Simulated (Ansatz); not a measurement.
Response to strain in Rh

Base system: Rh in the fcc (Cu type) structure (space group Fm-3m, No. 225; a = 3.8015 Å; relaxed with 0.1 eV smearing). Axes: x, y, z lie along the cube axes.

Strains are applied to the cell and any free atomic positions relax; under biaxial strain the out-of-plane vector relaxes too.

All numbers come from Kohn–Sham DFT with the r2SCAN functional, run in Ansatz (a first-principles code) with PAW and 500 eV plane waves, scalar-relativistic without spin-orbit coupling.

Notes on the quantities. in-plane stress: mean in-plane stress (compression positive).

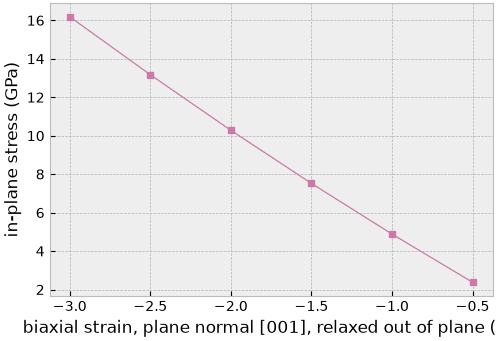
in-plane stress against biaxial strain, plane normal [001], relaxed out of plane

```csv
"biaxial strain, plane normal [001], relaxed out of plane (%)",in-plane stress
-3,+16.2 GPa
-2.5,+13.2 GPa
-2,+10.3 GPa
-1.5,+7.5 GPa
-1,+4.9 GPa
-0.5,+2.4 GPa
```

Stability against distortions was not tested. The final runs are not spin-polarised.
